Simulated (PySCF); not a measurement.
## Electronic structure of C₄H₅BrOSi (SMILES C=C[SiH2]C(Br)=C=O) in real space

```yaml
atoms:
  - { symbol: C, position_ang: [-1.5448, 1.1434, 0.0165] }
  - { symbol: C, position_ang: [-1.4459, -0.1684, -0.1356] }
  - { symbol: Si, position_ang: [0.0183, -1.2421, 0.3435] }
  - { symbol: C, position_ang: [1.6125, -0.2169, 0.3801] }
  - { symbol: Br, position_ang: [3.1281, -1.1524, 1.0921] }
  - { symbol: C, position_ang: [1.7749, 0.9694, -0.0982] }
  - { symbol: O, position_ang: [1.8256, 2.0472, -0.5334] }
  - { symbol: H, position_ang: [-2.4325, 1.6912, -0.2608] }
  - { symbol: H, position_ang: [-0.7411, 1.7353, 0.4229] }
  - { symbol: H, position_ang: [-2.2963, -0.7000, -0.5443] }
  - { symbol: H, position_ang: [0.2299, -2.3124, -0.6383] }
  - { symbol: H, position_ang: [-0.1274, -1.7948, 1.6943] }
```

Geometry: GFN2-xTB.

These are results of PBE0/def2-SVPD, SCF density, gas phase in PySCF 2.14.0, not measurements.

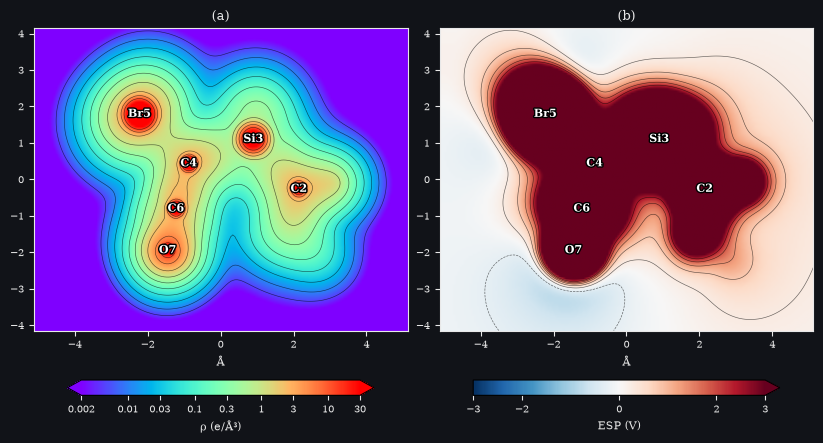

Figure 1. (a) electron density; (b) electrostatic potential on the plane of atoms Br5, C4 and C6.

### Interpret the plot.

The section cuts through C, Si, Br and O sites. C–O (1.16 Å): ρ at the midpoint is about 3.6 e/Å³. C–C (1.29 Å): ρ at the midpoint is about 2.3 e/Å³. C–Si (1.88 Å): the density is about 0.96 e/Å³ at the midpoint. C–Br (1.92 Å): ρ is about 1 e/Å³ halfway. Outside the dense part of the molecule the potential is most negative (−0.8 V) near O7.

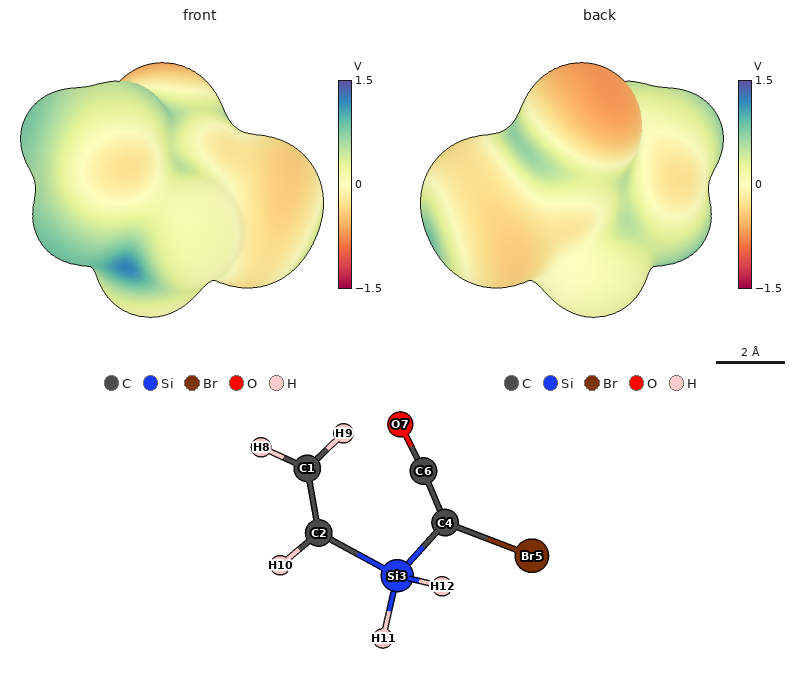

Figure 2. The molecular electrostatic potential painted on the density surface at 0.001 e/bohr³, seen from the front and from behind; the colour scale runs from red (negative) to blue (positive). The bare structure is drawn below in the same view.

### Where is the surface potential most negative and most positive?

The most negative region (about −0.7 V) lies over O7, the most positive (about +1.1 V) over Si3. Br5 shows a σ-hole: about +0.8 V at the tip opposite its bond, against about −0.3 V on its flanks.

### What dipole moment does the calculation give?

Its dipole moment is 1.80 D.
